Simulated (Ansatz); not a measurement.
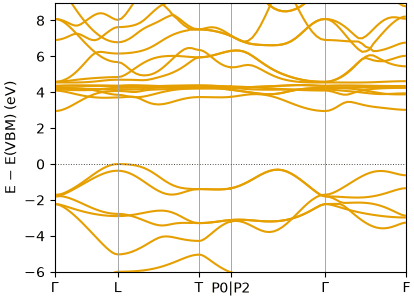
Band structure from r²SCAN (plane waves, PAW; program Ansatz)

**Question.** Read off the gap and where the band edges lie.

**Answer.** About 3.0 eV (2.95 eV by a search for the band edges); maximum at L, minimum at Γ.

**Question.** Which of these materials gives this?
A. LaAlH6, R-3m (La on 3b, Al on 3a, H on 18h)
B. LaOF, R-3m (La on 6c, O on 6c, F on 6c)
C. C, R-3m (C on 6c, C on 6c, C on 6c)
D. HfIN, R-3m (Hf on 6c, I on 6c, N on 6c)

**Answer.** A, LaAlH6, R-3m (La on 3b, Al on 3a, H on 18h)

The workflow started from a Materials Project entry (that database holds measured and hypothetical structures alike); the Crystallography Open Database copy checked does not list it. Whether it is the stable phase at ambient conditions was not checked. The cell was relaxed with r²SCAN under the symmetry of its start; its stability against distortions is not shown here. Scalar-relativistic: spin–orbit coupling is off unless named, which matters more the heavier the elements.

Potentials: the later of the program's two PAW sets.
